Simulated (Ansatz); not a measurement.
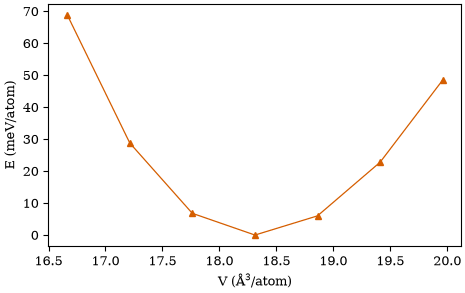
Figure. TaGe2 in space group I4/mcm (No. 140; Ge on 8h, Ta on 4a) under volume change, DFT-PBE in the program Ansatz with PAW potentials, shape and atoms relaxed at each volume.

Question: What does a third-order Birch–Murnaghan fit give for V₀, B₀ and B′?

Answer: V₀ = 18.31 Å³/atom, B₀ = 123 GPa, B′ = 4.9.

The cell is a constructed one: a structure type filled with these elements; neither database checked (COD, Materials Project) lists it. COD files the formula under space group No. 180, so this cell is another polymorph or a model. Its standing as an ambient phase is unchecked. The PBE relaxation kept the symmetry of its start; whether a distortion lowers the energy is not shown. No spin polarisation was allowed. Spin–orbit coupling is left out wherever it is not named.

Potentials: the later of the program's two PAW sets.
